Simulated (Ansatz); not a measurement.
Al2Ge2Os (space group P-3m1, No. 164): the geometry relaxed with DFT, PAW plane waves, pbesol in Ansatz 0.2.0; the starting structure was generated, so it need not be a known form of this composition.

```yaml
crystal:
  lattice:
    - [4.22803, 0.00000, 0.00000]
    - [-2.11401, 3.66158, 0.00000]
    - [0.00000, 0.00000, 5.26931]
  atoms:
    - { symbol: Os, position: [0.00000, 0.00000, 0.00000] }
    - { symbol: Ge, position: [0.66667, 0.33333, 0.32554] }
    - { symbol: Ge, position: [0.33333, 0.66667, 0.67446] }
    - { symbol: Al, position: [0.66667, 0.33333, 0.83163] }
    - { symbol: Al, position: [0.33333, 0.66667, 0.16837] }
```

Describe the stacking along c, with columns A (0, 0), B (1/3, 2/3), C (2/3, 1/3) of the hexagonal mesh.

Os(A) – Al(B) – Ge(C) – Ge(B) – Al(C) (five layers in 5.27 Å).

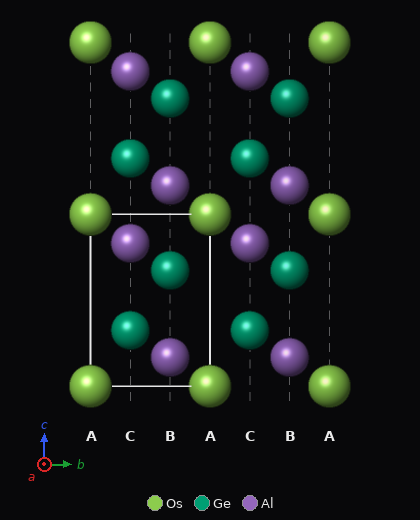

Projection along an edge of the hexagonal mesh, stacking direction c upwards. The dashed lines mark the three columns A (0, 0), B (1/3, 2/3) and C (2/3, 1/3). The sequence starts with the first layer at or above the cell's origin.
